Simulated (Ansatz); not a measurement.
## Cu(100) film, 4 layers, adrow: surface scattering

Wanted: the relaxed structure and the transmission of Cu(100) film, 4 layers, adrow.

Method: Ansatz plane-wave DFT, PBE, PAW files; relaxation of the atoms about the surface defect; PAW set soft_1, in the first sound run; inputs show where later runs differ, in Ansatz 0.2.0.

## 1. Starting point

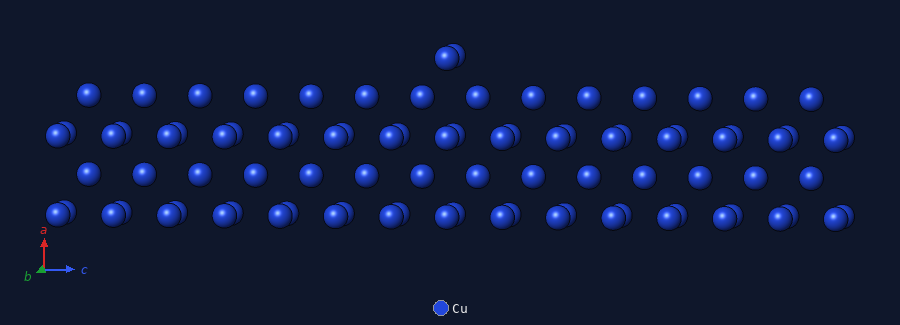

The cell as given, from the side, with the c axis across the page (copper blue). Some periodic images of atoms are drawn too.

The cell holds 57 atoms: 57 Cu. Its edges and angles: a = 18.230 Å, b = 2.556 Å, c = 35.786 Å, α = 90.0°, β = 90.0°, γ = 90.0°. It derives from Cu. Vacuum lies along a. The structure's axis is c.

## 2. Relaxing about the defect

The neighbours of the defect are let go while the lead's layers stay on their sites, since a lead must repeat to 0.01 Å.

.

input.yaml reads:

```yaml
crystal:
  lattice:
    - [18.22992, 0.0, 0.0]
    - [0.0, 2.5561627297, 0.0]
    - [0.0, 0.0, 35.7862782161]
  atoms:
    - { symbol: Cu, position: [0.2468469417, 0.0, 0.0] }
    - { symbol: Cu, position: [0.3459960329, 0.5, 0.0357142857] }
    - { symbol: Cu, position: [0.4451451241, 0.0, 0.0] }
    - { symbol: Cu, position: [0.5442942152, 0.5, 0.0357142857] }
    - { symbol: Cu, position: [0.2468469417, 0.0, 0.0714285714] }
    - { symbol: Cu, position: [0.3459960329, 0.5, 0.1071428571] }
    - { symbol: Cu, position: [0.4451451241, 0.0, 0.0714285714] }
    - { symbol: Cu, position: [0.5442942152, 0.5, 0.1071428571] }
    - { symbol: Cu, position: [0.2468469417, 0.0, 0.1428571429] }
    - { symbol: Cu, position: [0.3459960329, 0.5, 0.1785714286] }
    - { symbol: Cu, position: [0.4451451241, 0.0, 0.1428571429] }
    - { symbol: Cu, position: [0.5442942152, 0.5, 0.1785714286] }
    - { symbol: Cu, position: [0.2468469417, 0.0, 0.2142857143] }
    - { symbol: Cu, position: [0.3459960329, 0.5, 0.25] }
    - { symbol: Cu, position: [0.4451451241, 0.0, 0.2142857143] }
    - { symbol: Cu, position: [0.5442942152, 0.5, 0.25] }
    - { symbol: Cu, position: [0.2468469417, 0.0, 0.2857142857] }
    - { symbol: Cu, position: [0.3459960329, 0.5, 0.3214285714] }
    - { symbol: Cu, position: [0.4451451241, 0.0, 0.2857142857] }
    - { symbol: Cu, position: [0.5442942152, 0.5, 0.3214285714] }
    - { symbol: Cu, position: [0.2468469417, 0.0, 0.3571428571] }
    - { symbol: Cu, position: [0.3459960329, 0.5, 0.3928571429] }
    - { symbol: Cu, position: [0.4451451241, 0.0, 0.3571428571] }
    - { symbol: Cu, position: [0.5442942152, 0.5, 0.3928571429] }
    - { symbol: Cu, position: [0.2468469417, 0.0, 0.4285714286] }
    - { symbol: Cu, position: [0.3459960329, 0.5, 0.4642857143] }
    - { symbol: Cu, position: [0.4451451241, 0.0, 0.4285714286] }
    - { symbol: Cu, position: [0.5442942152, 0.5, 0.4642857143] }
    - { symbol: Cu, position: [0.2468469417, 0.0, 0.5] }
    - { symbol: Cu, position: [0.3459960329, 0.5, 0.5357142857] }
    - { symbol: Cu, position: [0.4451451241, 0.0, 0.5] }
    - { symbol: Cu, position: [0.5442942152, 0.5, 0.5357142857] }
    - { symbol: Cu, position: [0.2468469417, 0.0, 0.5714285714] }
    - { symbol: Cu, position: [0.3459960329, 0.5, 0.6071428571] }
    - { symbol: Cu, position: [0.4451451241, 0.0, 0.5714285714] }
    - { symbol: Cu, position: [0.5442942152, 0.5, 0.6071428571] }
    - { symbol: Cu, position: [0.2468469417, 0.0, 0.6428571429] }
    - { symbol: Cu, position: [0.3459960329, 0.5, 0.6785714286] }
    - { symbol: Cu, position: [0.4451451241, 0.0, 0.6428571429] }
    - { symbol: Cu, position: [0.5442942152, 0.5, 0.6785714286] }
    - { symbol: Cu, position: [0.2468469417, 0.0, 0.7142857143] }
    - { symbol: Cu, position: [0.3459960329, 0.5, 0.75] }
    - { symbol: Cu, position: [0.4451451241, 0.0, 0.7142857143] }
    - { symbol: Cu, position: [0.5442942152, 0.5, 0.75] }
    - { symbol: Cu, position: [0.2468469417, 0.0, 0.7857142857] }
    - { symbol: Cu, position: [0.3459960329, 0.5, 0.8214285714] }
    - { symbol: Cu, position: [0.4451451241, 0.0, 0.7857142857] }
    - { symbol: Cu, position: [0.5442942152, 0.5, 0.8214285714] }
    - { symbol: Cu, position: [0.2468469417, 0.0, 0.8571428571] }
    - { symbol: Cu, position: [0.3459960329, 0.5, 0.8928571429] }
    - { symbol: Cu, position: [0.4451451241, 0.0, 0.8571428571] }
    - { symbol: Cu, position: [0.5442942152, 0.5, 0.8928571429] }
    - { symbol: Cu, position: [0.2468469417, 0.0, 0.9285714286] }
    - { symbol: Cu, position: [0.3459960329, 0.5, 0.9642857143] }
    - { symbol: Cu, position: [0.4451451241, 0.0, 0.9285714286] }
    - { symbol: Cu, position: [0.5442942152, 0.5, 0.9642857143] }
    - { symbol: Cu, position: [0.6451365101, 0.0, 0.5] }
kpoints:
  mp_grid: { grid: [1, 9, 1] }
hamiltonian:
  xc: pbe
  pseudopotentials: { kind: paw, azcp: { folder: soft_1 } }
scf:
  occupations: { method: fermi_dirac, width: 0.1 }
relax:
  f_tol: 0.03
  max_steps: 40
  constraints:
    - { sites: [0, 1, 2, 3, 4, 5, 6, 7, 8, 9, 10, 11, 12, 13, 14, 15, 16, 17, 18, 19, 20, 21, 24, 25, 28, 29, 32, 33, 36, 37, 39, 40, 41, 42, 43, 44, 45, 46, 47, 48, 49, 50, 51, 52, 53, 54, 55] }
```

On the command line:

```sh
$ ansatz run input.yaml --threads 8 --pin off --max-ram 15360MiB --backend cpu --events-out ev --progress --plain --runs-dir out
```

Numbers of over 12 decimals in the logs are rounded to 6 here.

What it wrote:

```text
Engine: ansatz 0.2.0, aarch64-unknown-linux-gnu
Pseudopotentials: kind: paw
Pseudopotential: Cu, paw, valence charge 19, recommended cutoff 420 eV (normal), soft_1/Cu.paw.azcp
Functional definition: PBE
  parameter kappa = 0.804
  parameter beta = 0.066725
  exchange = pbe_x(kappa = kappa, mu = beta*pi^2/3)
  correlation = pbe_c(beta = beta)
Crystal: 57 atoms, lattice volume = 1667.592 Å³
Basis set: ecut = 420 eV, 32651 PW (Γ), exchange–correlation on 250×36×480 points (8 copies of the dense FFT grid, shifted against one another)
Bands: 650, of which v1, the nominal top of the filled ones, is band 542 counted from 1 (541 counted from 0)
Symmetry: 4 space group operations
Space group: Pmm2 (ITA 25), of the structure as read, at distance tolerance 1.2e-4 Å
k-points: 5 of 9
Non-local potential: Cu, projectors of the file, l = 0: 3, l = 1: 2, l = 2: 3, l = 3: 1
PAW form: soft (Blöchl's): semilocal exchange-correlation on the pseudo side does not see the compensation charge
PAW one-centre angular grid: Cu, 590 points (default); XC on 64 Gauss nodes
Initial density: superposition of atomic densities (neutral atoms: chi_scale 0, normalization atom)
Initial wavefunctions: pseudopotential atomic-orbital guess
Functional: x = pbe(κ = 0.804, μ = 0.219515), c = pbe(β = 0.066725)
SCF iter   1: F=—  HF=-377662.668374 eV  |F-HF|=—  |Δ(HF+E_count)|=         —  Δρ=1.56e-1  dr2=2.49e2  ethr=3.10e-3  ⟨swp⟩=6.4  Hψ=12605  notcnv=0  defer=150
preconditioner: auto → LDOS  [metal: Δε(μ)=0.044 eV  Ē_g=7.317 eV  σ=0.100 eV  W_gap=0.11  n_scr=380 (ndim 8)  ℏωp=22.8 eV  f_vac=0.538  D(μ)=29.67/eV (n_scr^D=170)  β→1.0]
SCF iter   2: F=—  HF=-377925.114401 eV  |F-HF|=—  |Δ(HF+E_count)|=    2.62e2  Δρ=3.14e-1  dr2=9.27e2  ethr=3.10e-3  ⟨swp⟩=4.0  Hψ=10297  notcnv=0  defer=353  recentre
SCF iter   3: F=—  HF=-377621.568656 eV  |F-HF|=—  |Δ(HF+E_count)|=    3.04e2  Δρ=4.04e-2  dr2=1.76e1  ethr=3.10e-3  ⟨swp⟩=4.0  Hψ=8691  notcnv=0  defer=373
SCF iter   4: F=—  HF=-377618.883284 eV  |F-HF|=—  |Δ(HF+E_count)|=    2.69e0  Δρ=1.76e-2  dr2=3.01e0  ethr=1.63e-3  ⟨swp⟩=2.4  Hψ=5599  notcnv=0  defer=377
SCF iter   5: F=—  HF=-377618.314563 eV  |F-HF|=—  |Δ(HF+E_count)|=   5.69e-1  Δρ=3.95e-3  dr2=1.42e-1  ethr=2.78e-4  ⟨swp⟩=2.0  Hψ=6331  notcnv=0  defer=379
SCF iter   6: F=—  HF=-377618.375578 eV  |F-HF|=—  |Δ(HF+E_count)|=   6.10e-2  Δρ=1.99e-3  dr2=4.38e-2  ethr=1.31e-5  ⟨swp⟩=2.8  Hψ=5364  notcnv=0  defer=379
SCF iter   7: F=—  HF=-377618.381024 eV  |F-HF|=—  |Δ(HF+E_count)|=   5.45e-3  Δρ=7.02e-4  dr2=5.61e-3  ethr=4.05e-6  ⟨swp⟩=2.4  Hψ=5520  notcnv=0  defer=379
SCF iter   8: F=—  HF=-377618.383233 eV  |F-HF|=—  |Δ(HF+E_count)|=   2.21e-3  Δρ=2.55e-4  dr2=1.20e-3  ethr=5.18e-7  ⟨swp⟩=3.0  Hψ=5956  notcnv=0  defer=379
SCF iter   9: F=—  HF=-377618.383339 eV  |F-HF|=—  |Δ(HF+E_count)|=   1.05e-4  Δρ=1.44e-4  dr2=3.76e-4  ethr=1.11e-7  ⟨swp⟩=2.0  Hψ=4690  notcnv=0  defer=379
SCF iter  10: F=—  HF=-377618.383388 eV  |F-HF|=—  |Δ(HF+E_count)|=   4.98e-5  Δρ=4.50e-5  dr2=3.39e-5  ethr=3.48e-8  ⟨swp⟩=2.0  Hψ=4440  notcnv=0  defer=379
SCF iter  11: F=-377618.383436 eV  HF=-377618.383441 eV  |F-HF|=5.30e-6  |Δ(HF+E_count)|=   5.28e-5  Δρ=3.61e-5  dr2=1.73e-5  ethr=2.08e-9  ⟨swp⟩=4.0  Hψ=9353  notcnv=0
SCF 1 converged in 11 iterations: F = -377618.383436 eV  dr2 = 1.73e-5
  greatest PAW one-centre occupation: 1.000 electrons in one spin orbital (limit 2), on the Cu atom at site 56 (counted from 0), in its partial waves of l = 0
relax step   1: F+E_penalty+E_count = -377618.38343596 eV  Δ(F+E_penalty+E_count) = +0.000e0 eV  max|allowed force component| = 6.756e-1 eV/Å  Δτ_max = 0.0000 Å  (11 SCF iters, dr2 threshold 2.25e-5 eV, accepted)
Initial density: handed on by an earlier stage of this run
Initial wavefunctions: those handed on with the density
iter 1 solved again at ethr=3.10e-6 eV; its pass at ethr=3.10e-3 eV (dr2=3.36e-2 eV) is discarded
SCF iter   1: F=—  HF=-377618.443234 eV  |F-HF|=—  |Δ(HF+E_count)|=         —  Δρ=1.71e-3  dr2=3.06e-2  ethr=3.10e-6  ⟨swp⟩=2.4  Hψ=11794  notcnv=0  defer=231
preconditioner: auto → LDOS  [metal: Δε(μ)=0.012 eV  Ē_g=8.012 eV  σ=0.100 eV  W_gap=0.03  n_scr=380 (ndim 8)  ℏωp=22.8 eV  f_vac=0.539  D(μ)=19.04/eV (n_scr^D=108)  β→1.0]
SCF iter   2: F=—  HF=-377618.454010 eV  |F-HF|=—  |Δ(HF+E_count)|=   1.08e-2  Δρ=3.07e-3  dr2=8.90e-2  ethr=2.82e-6  ⟨swp⟩=3.0  Hψ=6466  notcnv=0  defer=231  recentre
SCF iter   3: F=—  HF=-377618.439381 eV  |F-HF|=—  |Δ(HF+E_count)|=   1.46e-2  Δρ=1.06e-3  dr2=1.28e-2  ethr=2.82e-6  ⟨swp⟩=3.0  Hψ=6457  notcnv=0  defer=241
SCF iter   4: F=—  HF=-377618.437679 eV  |F-HF|=—  |Δ(HF+E_count)|=   1.70e-3  Δρ=8.47e-5  dr2=2.00e-4  ethr=1.18e-6  ⟨swp⟩=2.0  Hψ=5538  notcnv=0  defer=259
SCF iter   5: F=—  HF=-377618.437769 eV  |F-HF|=—  |Δ(HF+E_count)|=   9.06e-5  Δρ=1.37e-4  dr2=1.90e-4  ethr=1.85e-8  ⟨swp⟩=3.0  Hψ=6968  notcnv=0  defer=259
SCF iter   6: F=-377618.437777 eV  HF=-377618.437760 eV  |F-HF|=1.72e-5  |Δ(HF+E_count)|=   9.65e-6  Δρ=1.55e-5  dr2=2.78e-6  ethr=2.63e-9  ⟨swp⟩=3.0  Hψ=11594  notcnv=0
SCF 2 converged in 6 iterations: F = -377618.437777 eV  dr2 = 2.78e-6
relax step   2: F+E_penalty+E_count = -377618.43777679 eV  Δ(F+E_penalty+E_count) = -5.434e-2 eV  max|allowed force component| = 4.222e-1 eV/Å  Δτ_max = 0.0680 Å  (6 SCF iters, dr2 threshold 2.85e-5 eV, accepted)
SCF iter   1: F=—  HF=-377618.494953 eV  |F-HF|=—  |Δ(HF+E_count)|=         —  Δρ=3.02e-3  dr2=8.88e-2  ethr=1.04e-4  ⟨swp⟩=5.8  Hψ=10261  notcnv=0  defer=106
preconditioner: auto → LDOS  [metal: Δε(μ)=0.010 eV  Ē_g=8.015 eV  σ=0.100 eV  W_gap=0.02  n_scr=380 (ndim 8)  ℏωp=22.8 eV  f_vac=0.539  D(μ)=19.02/eV (n_scr^D=108)  β→1.0]
SCF iter   2: F=—  HF=-377618.496228 eV  |F-HF|=—  |Δ(HF+E_count)|=   1.27e-3  Δρ=3.69e-3  dr2=1.43e-1  ethr=8.20e-6  ⟨swp⟩=3.0  Hψ=7193  notcnv=0  defer=304
SCF iter   3: F=—  HF=-377618.490591 eV  |F-HF|=—  |Δ(HF+E_count)|=   5.64e-3  Δρ=3.28e-3  dr2=1.09e-1  ethr=8.20e-6  ⟨swp⟩=3.0  Hψ=6584  notcnv=0  defer=304
SCF iter   4: F=—  HF=-377618.474165 eV  |F-HF|=—  |Δ(HF+E_count)|=   1.64e-2  Δρ=1.30e-3  dr2=1.68e-2  ethr=8.20e-6  ⟨swp⟩=2.0  Hψ=5434  notcnv=0  defer=266
SCF iter   5: F=—  HF=-377618.471156 eV  |F-HF|=—  |Δ(HF+E_count)|=   3.01e-3  Δρ=3.18e-4  dr2=9.53e-4  ethr=1.55e-6  ⟨swp⟩=2.8  Hψ=5309  notcnv=0  defer=266
SCF iter   6: F=—  HF=-377618.471109 eV  |F-HF|=—  |Δ(HF+E_count)|=   4.66e-5  Δρ=2.84e-5  dr2=6.82e-5  ethr=8.80e-8  ⟨swp⟩=3.0  Hψ=6830  notcnv=0  defer=202
SCF iter   7: F=—  HF=-377618.471136 eV  |F-HF|=—  |Δ(HF+E_count)|=   2.71e-5  Δρ=5.72e-5  dr2=3.70e-5  ethr=6.30e-9  ⟨swp⟩=2.2  Hψ=5478  notcnv=0  defer=202
[...]
SCF 4 converged in 9 iterations: F = -377618.473751 eV  dr2 = 8.80e-8
relax step   4: F+E_penalty+E_count = -377618.47375119 eV  Δ(F+E_penalty+E_count) = -2.625e-3 eV  max|allowed force component| = 1.087e-2 eV/Å  Δτ_max = 0.0234 Å  (9 SCF iters, accepted)
SCF converged after 9 iterations
Free energy (F): -377618.473751 eV
Harris-Foulkes:  -377618.473751 eV  (|F-HF|=4.13e-8)
Internal energy: -377617.855607 eV  (E = F + TS)
E sigma→0 (E₀):  -377618.164679 eV
Entropy (-TS):   -0.618145 eV (-10.845 meV/atom)
Fermi energy:    3.954892 eV
--- Per-component energies (eV) ---
  E_band       = -34101.223490
  E_kinetic    = 14884.958561
  E_local      = -1541606.284814  (includes V_loc(G=0)·N_el)
  E_nonlocal   = 50871.746355
  E_hartree    = 744621.195537
  E_xc         = -3884.540411
  E_vxc        = -5011.765260  (∫ρ·V_xc dr)
  E_paw        = -103573.992104  (= ΣΔE_a)
  E_vpaw       = -42482.280008  (= ΣTr[D̂ρ^β])
  E_aug_tail   = 0.057035  (compensation charges beyond the density's cutoff)
  E_ewald      = 461069.004233
  E_smearing   = -0.618145  (= −TS)
  E_closure    = -0.000000  (closes the sum)
  Σ components = -377618.473751   (vs F -377618.473751, Δ=0.00e0)
--- Forces (eV/Å), atoms counted from 1 ---
  atom   1  Cu     0.13173624     0.00000000     0.00000000
  atom   2  Cu    -0.22874629     0.00000000     0.00121701
  atom   3  Cu     0.22952307     0.00000000     0.00000000
  atom   4  Cu    -0.13053813    -0.00000000    -0.00098576
  atom   5  Cu     0.13161293     0.00000000     0.00262951
  atom   6  Cu    -0.22877414    -0.00000000    -0.00209036
  atom   7  Cu     0.22688632     0.00000000     0.00062100
  atom   8  Cu    -0.13333204    -0.00000000    -0.00264431
  atom   9  Cu     0.13307550    -0.00000000    -0.00447766
  atom  10  Cu    -0.22572042    -0.00000000    -0.00019712
  atom  11  Cu     0.22747672     0.00000000     0.00106385
  atom  12  Cu    -0.13178850     0.00000000     0.00527024
  atom  13  Cu     0.12765873     0.00000000     0.01301679
  atom  14  Cu    -0.22761289     0.00000000     0.00117934
  atom  15  Cu     0.22742099    -0.00000000    -0.00018188
  atom  16  Cu    -0.12847068    -0.00000000    -0.00692870
  atom  17  Cu     0.13606928    -0.00000000    -0.01047966
  atom  18  Cu    -0.18979412     0.00000000     0.02554286
  atom  19  Cu     0.22230493    -0.00000000    -0.01930942
  atom  20  Cu    -0.08687171    -0.00000000    -0.07359910
  atom  21  Cu     0.14505594    -0.00000000    -0.00913664
  atom  22  Cu    -0.13247928     0.00000000     0.00474252
  atom  23  Cu     0.00085307     0.00000000     0.00117433
  atom  24  Cu     0.00044543    -0.00000000    -0.00372316
  atom  25  Cu     0.14684423     0.00000000     0.01173653
  atom  26  Cu    -0.13492560    -0.00000000    -0.00850119
  atom  27  Cu    -0.00026659     0.00000000     0.00124893
  atom  28  Cu     0.00063769     0.00000000     0.00577583
  atom  29  Cu     0.15320480     0.00000000     0.00000000
  atom  30  Cu    -0.13492560     0.00000000     0.00850119
  atom  31  Cu     0.00245561     0.00000000     0.00000000
  atom  32  Cu     0.00063769    -0.00000000    -0.00577583
  atom  33  Cu     0.14684423    -0.00000000    -0.01173653
  atom  34  Cu    -0.13247928    -0.00000000    -0.00474252
  atom  35  Cu    -0.00026659    -0.00000000    -0.00124893
  atom  36  Cu     0.00044543     0.00000000     0.00372316
  atom  37  Cu     0.14505594     0.00000000     0.00913664
  atom  38  Cu    -0.18979412    -0.00000000    -0.02554286
  atom  39  Cu     0.00085307    -0.00000000    -0.00117433
  atom  40  Cu    -0.08687171     0.00000000     0.07359910
[...]
atom  46  Cu    -0.22572042     0.00000000     0.00019712
  atom  47  Cu     0.22742099     0.00000000     0.00018188
  atom  48  Cu    -0.13178850    -0.00000000    -0.00527024
  atom  49  Cu     0.13307550     0.00000000     0.00447766
  atom  50  Cu    -0.22877414     0.00000000     0.00209036
  atom  51  Cu     0.22747672    -0.00000000    -0.00106385
  atom  52  Cu    -0.13333204     0.00000000     0.00264431
  atom  53  Cu     0.13161293    -0.00000000    -0.00262951
  atom  54  Cu    -0.22874629    -0.00000000    -0.00121701
  atom  55  Cu     0.22688632    -0.00000000    -0.00062100
  atom  56  Cu    -0.13053813     0.00000000     0.00098576
  atom  57  Cu    -0.01087282    -0.00000000     0.00000000
  max |Σ_I F_I| component: 8.96e-5 eV/Å
--- Relaxed structure (4 steps of the walk, 4 accepted, 0 SCFs on fresh bases) ---
  F+E_penalty+E_count = -377618.47375119 eV   max|allowed force component| = 1.087e-2 eV/Å
  atoms:
    - { symbol: Cu, position: [0.246847, 0.0, 0.0] }
    - { symbol: Cu, position: [0.3459960329, 0.500000, 0.0357142857] }
    - { symbol: Cu, position: [0.445145, 0.0, 0.0] }
    - { symbol: Cu, position: [0.5442942152, 0.500000, 0.0357142857] }
    - { symbol: Cu, position: [0.246847, 0.0, 0.0714285714] }
    - { symbol: Cu, position: [0.3459960329, 0.500000, 0.1071428571] }
    - { symbol: Cu, position: [0.445145, 0.0, 0.0714285714] }
    - { symbol: Cu, position: [0.5442942152, 0.500000, 0.1071428571] }
    - { symbol: Cu, position: [0.246847, 0.0, 0.1428571429] }
    - { symbol: Cu, position: [0.3459960329, 0.500000, 0.1785714286] }
    - { symbol: Cu, position: [0.445145, 0.0, 0.1428571429] }
    - { symbol: Cu, position: [0.5442942152, 0.500000, 0.1785714286] }
    - { symbol: Cu, position: [0.246847, 0.0, 0.2142857143] }
    - { symbol: Cu, position: [0.3459960329, 0.500000, 0.25] }
    - { symbol: Cu, position: [0.445145, 0.0, 0.2142857143] }
    - { symbol: Cu, position: [0.5442942152, 0.500000, 0.25] }
    - { symbol: Cu, position: [0.246847, 0.0, 0.2857142857] }
    - { symbol: Cu, position: [0.3459960329, 0.500000, 0.321429] }
    - { symbol: Cu, position: [0.445145, 0.0, 0.2857142857] }
    - { symbol: Cu, position: [0.5442942152, 0.500000, 0.321429] }
    - { symbol: Cu, position: [0.246847, 0.0, 0.357143] }
    - { symbol: Cu, position: [0.3459960329, 0.500000, 0.3928571429] }
    - { symbol: Cu, position: [0.446510, -1.0495493437057757e-19, 0.357008] }
    - { symbol: Cu, position: [0.543570, 0.500000, 0.392279] }
    - { symbol: Cu, position: [0.246847, 0.0, 0.4285714286] }
    - { symbol: Cu, position: [0.3459960329, 0.500000, 0.4642857143] }
    - { symbol: Cu, position: [0.446851, 1.4325822455489508e-19, 0.428756] }
    - { symbol: Cu, position: [0.546676, 0.500000, 0.462816] }
    - { symbol: Cu, position: [0.246847, 0.0, 0.5] }
    - { symbol: Cu, position: [0.3459960329, 0.500000, 0.5357142857] }
    - { symbol: Cu, position: [0.446416, 0, 0.5] }
    - { symbol: Cu, position: [0.546676, 0.500000, 0.537184] }
    - { symbol: Cu, position: [0.246847, 0.0, 0.5714285714] }
    - { symbol: Cu, position: [0.3459960329, 0.500000, 0.6071428571] }
    - { symbol: Cu, position: [0.446851, -1.4325822455485651e-19, 0.571244] }
    - { symbol: Cu, position: [0.543570, 0.500000, 0.607721] }
    - { symbol: Cu, position: [0.246847, 0.0, 0.6428571429] }
    - { symbol: Cu, position: [0.3459960329, 0.500000, 0.6785714286] }
    - { symbol: Cu, position: [0.446510, 1.0495493437058244e-19, 0.642992] }
    - { symbol: Cu, position: [0.5442942152, 0.500000, 0.6785714286] }
[...]
- { symbol: Cu, position: [0.3459960329, 0.500000, 0.821429] }
    - { symbol: Cu, position: [0.445145, 0.0, 0.7857142857] }
    - { symbol: Cu, position: [0.5442942152, 0.500000, 0.821429] }
    - { symbol: Cu, position: [0.246847, 0.0, 0.857143] }
    - { symbol: Cu, position: [0.3459960329, 0.500000, 0.8928571429] }
    - { symbol: Cu, position: [0.445145, 0.0, 0.857143] }
    - { symbol: Cu, position: [0.5442942152, 0.500000, 0.8928571429] }
    - { symbol: Cu, position: [0.246847, 0.0, 0.9285714286] }
    - { symbol: Cu, position: [0.3459960329, 0.500000, 0.964286] }
    - { symbol: Cu, position: [0.445145, 0.0, 0.9285714286] }
    - { symbol: Cu, position: [0.5442942152, 0.500000, 0.964286] }
    - { symbol: Cu, position: [0.636110, 0, 0.5] }
```

The job ended after 28 min (8 threads of Arm Neoverse N1, shared host; peak memory 9.8 GiB).

[end of part 1 of 2]

[Logs are printed without paths, hosts, clocks, repeated set-up lines and the standing remarks that a program may print on its own settings, such as how far it seeks lower states.]

[Hosts, paths, dates, database ids (printed as entryN), source tags and the programs' standing remarks are cut or masked in the printed files.]
